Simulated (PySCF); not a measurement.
C₄H₉FO₃Si

Input

```
{"job": {"kind": "nmr", "xc": "PBE0", "basis": "pcSseg-1"}, "charge": 0, "multiplicity": 1}
O      2.960163    -0.219832     0.817274
C      2.081798    -0.666815    -0.180801
C      0.805487     0.162069    -0.250909
O      0.118197    -0.080482     1.012901
C     -1.047726     0.602582     1.193009
F     -0.837017     1.964034     1.043827
C     -2.209768     0.195369     0.278336
O     -1.868065     0.181464    -1.073293
Si    -0.419068    -0.281369    -1.648842
H      2.453928    -0.151132     1.635608
H      2.620130    -0.584816    -1.126755
H      1.814605    -1.719385    -0.011976
H      1.085968     1.223173    -0.270086
H     -1.341133     0.454903     2.243122
H     -2.549708    -0.799706     0.587286
H     -3.022512     0.915338     0.411747
H     -0.269297     0.544105    -2.832283
H     -0.384741    -1.733183    -1.839823
```

Launched as:

```sh
OMP_NUM_THREADS=1 python probes_run.py task.json out
```

Geometry: GFN2-xTB.

The calculation used PBE0/pcSseg-1, SCF density, gas phase, non-relativistic in PySCF 2.14.0.

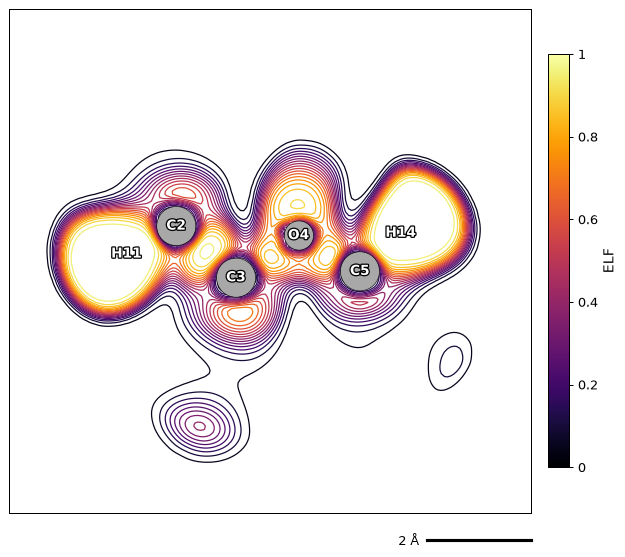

Figure 1. Electron localisation function on the plane of atoms C3, O4 and C5. Grey discs cover the atomic cores.

Describe what can be read from this map.

Atoms in the plane: C, O and H. C–O (1.36 Å): the ELF peaks at about 0.90 between the atoms: a shared but strongly polarised pair. C–C (1.52 Å): the ELF peaks at about 0.95 between the atoms; a covalent bond. C–O (1.46 Å): the ELF peaks at about 0.85 between the atoms: a polar covalent bond. The ELF also peaks beside O4, away from the bonds: lone-pair regions.

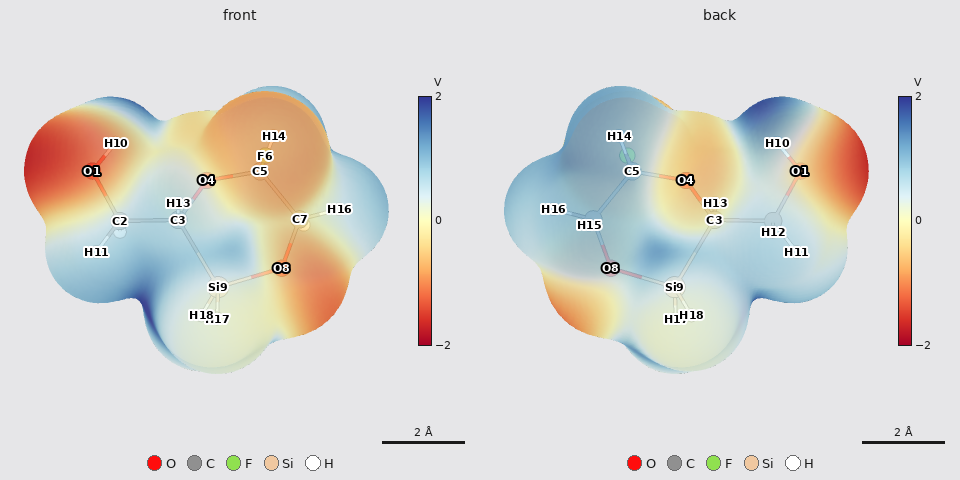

Figure 2. The molecular electrostatic potential painted on the density surface at 0.002 e/bohr³, seen from the front and from behind; red is negative and blue positive.

Describe the electrostatic potential map.

The most negative region (about −1.7 V) lies over O1, the most positive (about +1.9 V) over Si9 and H10. O1 is the likeliest acceptor of a hydrogen bond.

How polar is the molecule by this calculation?

Its dipole moment is 2.04 D.
